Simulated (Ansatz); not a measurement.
**Geometry relaxation, with input and output: C₂H₇Al (part 1 of 2)**

The run: geometry relaxation of C₂H₇Al. Method and program: RKS PBE0-D4/6-31G* (Ansatz 0.2.0).

It belongs to a series of runs on one base structure; here: end point A relaxed.

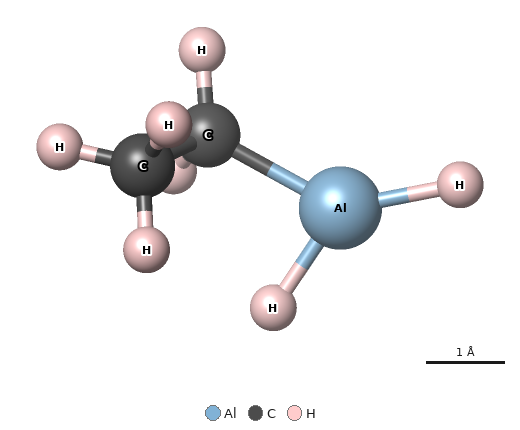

Figure 1. The input geometry (ball-and-stick view, seen at a tilt). Sticks mark near contacts.

**Input file**
```yaml
crystal:
  periodic: [false, false, false]
  atoms:
    - { symbol: Al, position_ang: [0.345341, 0.013047, 0.040477] }
    - { symbol: C, position_ang: [1.061981, -0.040556, 1.851178] }
    - { symbol: H, position_ang: [0.473818, -0.375698, 2.71802] }
    - { symbol: H, position_ang: [1.898219, -0.751406, 1.750181] }
    - { symbol: C, position_ang: [1.624368, 1.360263, 2.149428] }
    - { symbol: H, position_ang: [2.293927, 1.356644, 3.01936] }
    - { symbol: H, position_ang: [2.205488, 1.764131, 1.308621] }
    - { symbol: H, position_ang: [0.821839, 2.076183, 2.369349] }
    - { symbol: H, position_ang: [1.831338, 0.203507, -0.377763] }
    - { symbol: H, position_ang: [-1.051119, -0.016115, -0.72085] }
basis:
  gaussian: { orbitals: "6-31G*" }
hamiltonian:
  xc: pbe0
  dispersion: d4
relax:
  f_tol: 0.03
  max_steps: 50
output:
  orbitals: {}
```

Run as:
```bash
ansatz run input.yaml --threads 1 --pin off --max-ram 2048MiB --backend cpu --events-out ev --progress --plain --runs-dir out
```

**What the program printed**
```
The last accepted step is kept in [file] (removed where the run ends without a failure and the disk answers)
Engine: ansatz 0.2.0, aarch64-unknown-linux-gnu
Functional definition: PBE0
  parameter a = 0.25
  parameter kappa = 0.804
  parameter beta = 0.06672455060314922
  exchange = (1 - a)*pbe_x(kappa = kappa, mu = beta*pi^2/3) + a*exact_x
  correlation = pbe_c(beta = beta)
739 factors; integrals over basis functions are off by at most 5.5e-4 eV
mean field evaluation 1: about -8772.1085 eV, gradient 4.7e1 eV
mean field evaluation 2: about -8767.5490 eV, gradient 6.0e1 eV
mean field evaluation 4: about -8777.5705 eV, gradient 1.2e0 eV
mean field evaluation 8: about -8777.5709 eV, gradient 6.1e-3 eV
mean field -8777.57086193 eV, -322.5697795248 hartree, gradient 2.0e-5 eV, S^2 0.000000; 0 other end points of the search recorded, 0 dependent functions left out
the calculation of the forces begins
reference -8777.57089269 eV, -322.5697806553 hartree; 16, 16 occupied and 47, 47 virtual orbitals, 739 factors
relax step   1: F+E_penalty+E_count = -8777.69739547 eV  Δ(F+E_penalty+E_count) = +0.000e0 eV  max|allowed force component| = 1.599e0 eV/Å  Δτ_max = 0.0000 Å  (23 SCF iters, accepted)
these checks for a lower state are left out or cut short: starts, cluster_reference, orbital_swaps, neighbouring_geometries, increment
739 factors; integrals over basis functions are off by at most 5.7e-4 eV
mean field evaluation 16: about -8777.8811 eV, gradient 2.4e-2 eV
mean field -8777.87973741 eV, -322.5811304893 hartree, gradient 3.1e-5 eV, S^2 0.000000; 0 other end points of the search recorded, 0 dependent functions left out
[... from here on the field's lines of each further geometry are left out, up to the last ...]
relax step   2: F+E_penalty+E_count = -8778.00580381 eV  Δ(F+E_penalty+E_count) = -3.084e-1 eV  max|allowed force component| = 7.665e-1 eV/Å  Δτ_max = 0.1949 Å  (22 SCF iters, accepted)
relax step   3: F+E_penalty+E_count = -8778.15054819 eV  Δ(F+E_penalty+E_count) = -1.447e-1 eV  max|allowed force component| = 3.178e-1 eV/Å  Δτ_max = 0.1966 Å  (22 SCF iters, accepted)
relax step   4: F+E_penalty+E_count = -8778.23853569 eV  Δ(F+E_penalty+E_count) = -8.799e-2 eV  max|allowed force component| = 2.326e-1 eV/Å  Δτ_max = 0.1997 Å  (25 SCF iters, accepted)
relax step   5: F+E_penalty+E_count = -8778.27980679 eV  Δ(F+E_penalty+E_count) = -4.127e-2 eV  max|allowed force component| = 2.462e-1 eV/Å  Δτ_max = 0.1938 Å  (22 SCF iters, accepted)
relax step   6: F+E_penalty+E_count = -8778.27752494 eV  Δ(F+E_penalty+E_count) = +2.282e-3 eV  max|allowed force component| = 3.176e-1 eV/Å  Δτ_max = 0.1840 Å  (24 SCF iters, rejected (line search))
relax step   7: F+E_penalty+E_count = -8778.29061625 eV  Δ(F+E_penalty+E_count) = -1.081e-2 eV  max|allowed force component| = 8.136e-2 eV/Å  Δτ_max = 0.0920 Å  (22 SCF iters, accepted)
relax step   8: F+E_penalty+E_count = -8778.29538466 eV  Δ(F+E_penalty+E_count) = -4.768e-3 eV  max|allowed force component| = 4.922e-2 eV/Å  Δτ_max = 0.0905 Å  (22 SCF iters, accepted)
relax step   9: F+E_penalty+E_count = -8778.29736207 eV  Δ(F+E_penalty+E_count) = -1.977e-3 eV  max|allowed force component| = 3.466e-2 eV/Å  Δτ_max = 0.0884 Å  (22 SCF iters, accepted)
relax step  10: F+E_penalty+E_count = -8778.29788432 eV  Δ(F+E_penalty+E_count) = -5.222e-4 eV  max|allowed force component| = 1.869e-1 eV/Å  Δτ_max = 0.1949 Å  (25 SCF iters, accepted)
relax step  11: F+E_penalty+E_count = -8778.29865207 eV  Δ(F+E_penalty+E_count) = -7.678e-4 eV  max|allowed force component| = 1.884e-1 eV/Å  Δτ_max = 0.0347 Å  (24 SCF iters, accepted)
relax step  12: F+E_penalty+E_count = -8778.29978987 eV  Δ(F+E_penalty+E_count) = -1.138e-3 eV  max|allowed force component| = 1.522e-1 eV/Å  Δτ_max = 0.1426 Å  (24 SCF iters, accepted)
relax step  13: F+E_penalty+E_count = -8778.30400127 eV  Δ(F+E_penalty+E_count) = -4.211e-3 eV  max|allowed force component| = 1.237e-1 eV/Å  Δτ_max = 0.0434 Å  (24 SCF iters, accepted)
relax step  14: F+E_penalty+E_count = -8778.30708310 eV  Δ(F+E_penalty+E_count) = -3.082e-3 eV  max|allowed force component| = 3.082e-2 eV/Å  Δτ_max = 0.0975 Å  (23 SCF iters, accepted)
relax step  15: F+E_penalty+E_count = -8778.30828582 eV  Δ(F+E_penalty+E_count) = -1.203e-3 eV  max|allowed force component| = 1.453e-1 eV/Å  Δτ_max = 0.1960 Å  (24 SCF iters, accepted)
relax step  16: F+E_penalty+E_count = -8778.30824490 eV  Δ(F+E_penalty+E_count) = +4.092e-5 eV  max|allowed force component| = 1.409e-1 eV/Å  Δτ_max = 0.0386 Å  (24 SCF iters, rejected (line search))
relax step  17: F+E_penalty+E_count = -8778.31104980 eV  Δ(F+E_penalty+E_count) = -2.764e-3 eV  max|allowed force component| = 2.105e-2 eV/Å  Δτ_max = 0.0186 Å  (22 SCF iters, accepted)
relax step  18: F+E_penalty+E_count = -8778.31230739 eV  Δ(F+E_penalty+E_count) = -1.258e-3 eV  max|allowed force component| = 4.209e-2 eV/Å  Δτ_max = 0.0841 Å  (22 SCF iters, accepted)
relax step  19: F+E_penalty+E_count = -8778.31312489 eV  Δ(F+E_penalty+E_count) = -8.175e-4 eV  max|allowed force component| = 6.548e-2 eV/Å  Δτ_max = 0.0919 Å  (22 SCF iters, accepted)
relax step  20: F+E_penalty+E_count = -8778.31397792 eV  Δ(F+E_penalty+E_count) = -8.530e-4 eV  max|allowed force component| = 5.065e-2 eV/Å  Δτ_max = 0.0379 Å  (22 SCF iters, accepted)
relax step  21: F+E_penalty+E_count = -8778.31525437 eV  Δ(F+E_penalty+E_count) = -1.276e-3 eV  max|allowed force component| = 3.974e-2 eV/Å  Δτ_max = 0.0912 Å  (21 SCF iters, accepted)
relax step  22: F+E_penalty+E_count = -8778.31576354 eV  Δ(F+E_penalty+E_count) = -5.092e-4 eV  max|allowed force component| = 5.047e-2 eV/Å  Δτ_max = 0.0677 Å  (23 SCF iters, accepted)
relax step  23: F+E_penalty+E_count = -8778.31599607 eV  Δ(F+E_penalty+E_count) = -2.325e-4 eV  max|allowed force component| = 4.711e-2 eV/Å  Δτ_max = 0.0547 Å  (22 SCF iters, accepted)
relax step  24: F+E_penalty+E_count = -8778.31619435 eV  Δ(F+E_penalty+E_count) = -1.983e-4 eV  max|allowed force component| = 3.899e-2 eV/Å  Δτ_max = 0.0374 Å  (22 SCF iters, accepted)
the calculation of the forces begins
reference -8778.19403331 eV, -322.5926806504 hartree; 16, 16 occupied and 47, 47 virtual orbitals, 739 factors
relax step  25: F+E_penalty+E_count = -8778.31641288 eV  Δ(F+E_penalty+E_count) = -2.185e-4 eV  max|allowed force component| = 2.200e-2 eV/Å  Δτ_max = 0.0236 Å  (21 SCF iters, accepted)
```

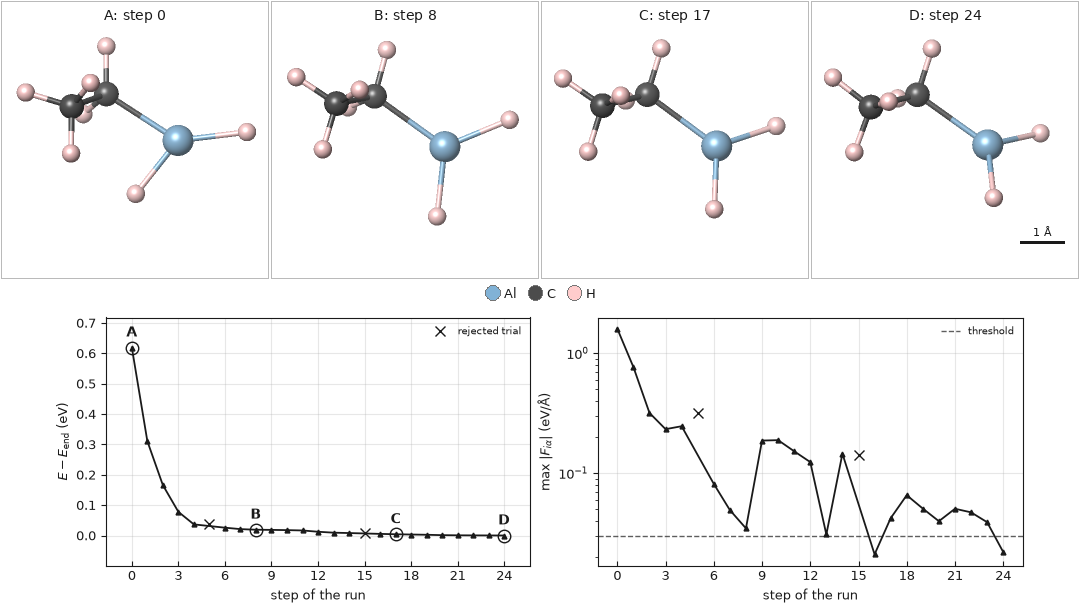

Figure 2. Frames of the relaxation (ball-and-stick view, seen at a tilt) above the curves, on which the letters mark them (the first geometry is step 0 here and step 1 in the log).

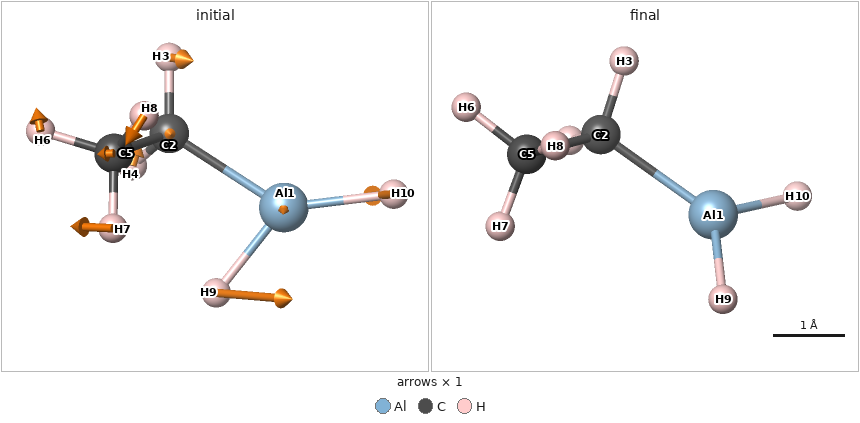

Figure 3. Before (left) and after (right) the relaxation, at one scale (ball-and-stick view, seen at a tilt). The orange arrows give the displacements, at true length. The atom that moves furthest after the best rigid fit is H9 (1.63 Å). Largest moves by element: H 1.63 Å, C 0.27 Å, Al 0.12 Å. Distances before and after: Al1–H9 1.555 → 1.600 Å, Al1–C2 1.948 → 1.968 Å, Al1–H10 1.591 → 1.600 Å, C2–C5 1.539 → 1.532 Å. Among the angles that change: C2–Al1–H9 84.4° → 121.3°, C2–Al1–H10 140.1° → 120.2°, H9–Al1–H10 135.4° → 118.5°. The energy falls by 0.619 eV in 24 geometry steps. The largest force component goes from 1.6 to 0.022 eV/Å. The line search rejected the trial steps at points 5, 15 (counted from 0) and went back. (Atoms are counted from 1 in the order of the input.)

```
739 factors; integrals over basis functions are off by at most 4.4e-4 eV
mean field -8778.19400321 eV, -322.5926795444 hartree, gradient 2.5e-5 eV, S^2 0.000000; 1 other end points of the search recorded, 0 dependent functions left out
the calculation of the forces begins
reference -8778.19403331 eV, -322.5926806504 hartree; 16, 16 occupied and 47, 47 virtual orbitals, 739 factors
Total energy: -8778.31644297 eV, -322.5971791226 hartree
Atom 0 at     0.462858     0.013107    -0.038316 Å, force    -0.004430     0.010896    -0.010107 eV/Å
Atom 1 at     0.984190     0.116319     1.856856 Å, force     0.000793    -0.019634     0.010316 eV/Å
Atom 2 at     0.066025     0.071753     2.464111 Å, force     0.013032     0.000197    -0.011581 eV/Å
Atom 3 at     1.514492    -0.817298     2.107493 Å, force    -0.012864     0.021995    -0.004758 eV/Å
Atom 4 at     1.829666     1.326905     2.263298 Å, force     0.006080     0.012809    -0.007583 eV/Å
Atom 5 at     2.085513     1.312223     3.330833 Å, force    -0.001533     0.000888    -0.010098 eV/Å
Atom 6 at     2.772369     1.368788     1.704426 Å, force    -0.018237    -0.001220     0.009208 eV/Å
Atom 7 at     1.305477     2.270616     2.069265 Å, force     0.010956    -0.018290     0.004640 eV/Å
Atom 8 at     0.972488     1.095448    -1.101231 Å, force     0.004742     0.000093     0.011262 eV/Å
Atom 9 at    -0.487877    -1.167862    -0.548734 Å, force     0.001462    -0.007735     0.008700 eV/Å
Dipole moment:     0.039223    -0.001734     0.159910 e Å
```

**Trajectory as extended XYZ (Å, eV, eV/Å), 25 frames, from step=1 to step=25**
```
10
Properties=species:S:1:pos:R:3:forces:R:3 step=1 energy=-8777.69739
Al    0.3453    0.0130    0.0405    0.3341  -0.0341   0.4854
C     1.0620   -0.0406    1.8512   -0.7021  -0.1842   1.1940
H     0.4738   -0.3757    2.7180    0.0042   0.0242  -0.0740
H     1.8982   -0.7514    1.7502   -0.0651   0.0617  -0.0049
C     1.6244    1.3603    2.1494    0.0109   0.0080   0.0132
H     2.2939    1.3566    3.0194   -0.0086  -0.0212  -0.0091
H     2.2055    1.7641    1.3086   -0.0090  -0.0170   0.0031
H     0.8218    2.0762    2.3693    0.0189  -0.0115  -0.0010
H     1.8313    0.2035   -0.3778    0.3984   0.1844  -1.5989
H    -1.0511   -0.0161   -0.7208    0.0183  -0.0104  -0.0079
10
Properties=species:S:1:pos:R:3:forces:R:3 step=2 energy=-8778.00580
Al    0.3905    0.0144    0.0593    0.3688   0.0043   0.1619
C     1.0368   -0.0440    1.9033   -0.1094  -0.0239   0.1507
H     0.4487   -0.3825    2.7592   -0.1157   0.0033  -0.0137
H     1.8765   -0.7488    1.7789   -0.0425   0.0089   0.1698
C     1.6183    1.3578    2.1637   -0.0293   0.0067   0.1360
H     2.2967    1.3596    3.0255    0.0100   0.0313   0.0281
H     2.1957    1.7486    1.3122   -0.0426  -0.0901   0.0244
H     0.8227    2.0818    2.3774    0.0192   0.0285   0.0261
H     1.8408    0.2220   -0.5716   -0.1631   0.0404  -0.7665
H    -1.0214   -0.0189   -0.7000    0.1046  -0.0094   0.0833
10
Properties=species:S:1:pos:R:3:forces:R:3 step=3 energy=-8778.15055
Al    0.4351    0.0098    0.0614    0.3145   0.0371  -0.1488
C     1.0347   -0.0431    1.9244    0.1651   0.0329  -0.1378
H     0.4074   -0.3735    2.7530   -0.1376  -0.0271  -0.0112
H     1.8779   -0.7508    1.8385   -0.0657   0.0014   0.2016
C     1.6174    1.3581    2.1891   -0.0214   0.0016   0.0777
H     2.2968    1.3663    3.0500   -0.0081   0.0154   0.0399
H     2.1966    1.7357    1.3333   -0.0028  -0.0286   0.0337
H     0.8257    2.0891    2.3923    0.0089   0.0125   0.0200
H     1.8075    0.2276   -0.7653   -0.3178  -0.0270  -0.2022
H    -0.9937   -0.0291   -0.6687    0.0650  -0.0180   0.1270
10
Properties=species:S:1:pos:R:3:forces:R:3 step=4 energy=-8778.23854
Al    0.5169   -0.0086    0.0114   -0.2218   0.0797  -0.0887
C     1.0664   -0.0290    1.8809    0.0816  -0.1362   0.1327
H     0.3183   -0.3307    2.6293    0.1276   0.0192  -0.1644
H     1.8868   -0.7666    1.9172   -0.0685   0.0628   0.1667
C     1.6290    1.3639    2.2094    0.0276   0.0649   0.1757
H     2.2463    1.3540    3.1171   -0.0255   0.0189   0.0182
H     2.2646    1.7705    1.4100   -0.0023  -0.0500  -0.0101
H     0.8225    2.0879    2.3815    0.0239  -0.0039  -0.0287
H     1.7715    0.2187   -0.9615   -0.1752  -0.0375  -0.1428
H    -1.0173   -0.0700   -0.4872    0.2326  -0.0179  -0.0587
10
Properties=species:S:1:pos:R:3:forces:R:3 step=5 energy=-8778.27981
Al    0.5266   -0.0054   -0.0017   -0.0799  -0.0242  -0.2462
C     1.0956   -0.0191    1.8700    0.1994  -0.0788   0.2077
H     0.3029   -0.3133    2.5721    0.0686   0.0116  -0.0737
H     1.9066   -0.7604    1.9848   -0.1426   0.0706  -0.0299
C     1.6451    1.3696    2.2439    0.0582   0.1186   0.0658
H     2.2027    1.3592    3.1928   -0.0925  -0.0216  -0.0714
H     2.3341    1.7701    1.4833   -0.0569  -0.0642   0.0770
H     0.8324    2.0989    2.3607    0.0534   0.0009  -0.0201
H     1.6614    0.2012   -1.1200   -0.0664  -0.0079   0.0557
H    -1.0023   -0.1107   -0.4779    0.0587  -0.0048   0.0352
10
Properties=species:S:1:pos:R:3:forces:R:3 step=6 energy=-8778.27752 accepted=F
Al    0.5008   -0.0424   -0.0605    0.1124   0.2288   0.3176
C     1.1352    0.0242    1.8429   -0.1636  -0.1106  -0.3046
H     0.3348   -0.3095    2.5189    0.0521   0.0069  -0.0347
H     1.9454   -0.7153    1.9407   -0.0321   0.0082   0.0117
C     1.6612    1.3969    2.2972   -0.0446  -0.1480  -0.1049
H     2.0902    1.3511    3.3064   -0.0149   0.0053  -0.0072
H     2.4472    1.7647    1.6283    0.0180   0.0642   0.0069
H     0.8624    2.1463    2.3205    0.0100   0.0502  -0.0154
H     1.5892    0.1252   -1.2370   -0.1229  -0.0600   0.0866
H    -1.0612   -0.1511   -0.4495    0.1857  -0.0450   0.0439
10
Properties=species:S:1:pos:R:3:forces:R:3 step=7 energy=-8778.29062
Al    0.5176   -0.0010   -0.0167   -0.0180  -0.0723  -0.0640
C     1.1202   -0.0060    1.8549   -0.0345   0.0313   0.0225
H     0.3237   -0.3161    2.5426    0.0015  -0.0174  -0.0086
H     1.9249   -0.7495    1.9604   -0.0070   0.0438  -0.0004
C     1.6486    1.3801    2.2628    0.0814  -0.0151   0.0138
H     2.1322    1.3577    3.2479   -0.0198   0.0211   0.0043
H     2.3942    1.7620    1.5525    0.0025  -0.0081   0.0284
H     0.8444    2.1241    2.3191   -0.0016  -0.0175  -0.0118
H     1.6176    0.1663   -1.1667   -0.0068   0.0237  -0.0036
H    -1.0181   -0.1276   -0.4487    0.0024   0.0105   0.0194
10
Properties=species:S:1:pos:R:3:forces:R:3 step=8 energy=-8778.29538
Al    0.5102   -0.0140   -0.0276   -0.0083   0.0337  -0.0292
C     1.1217    0.0086    1.8418    0.0207   0.0123   0.0492
H     0.3186   -0.3026    2.5218   -0.0022  -0.0126  -0.0026
H     1.9216   -0.7388    1.9536   -0.0074  -0.0022   0.0027
C     1.6630    1.3823    2.2725    0.0044  -0.0006   0.0102
H     2.0813    1.3553    3.2867   -0.0067  -0.0022   0.0028
H     2.4608    1.7368    1.6085    0.0011  -0.0054  -0.0085
H     0.8779    2.1486    2.2759    0.0040  -0.0043  -0.0151
H     1.5764    0.2111   -1.1975    0.0124   0.0002  -0.0126
H    -1.0263   -0.1973   -0.4278   -0.0181  -0.0190   0.0031
```
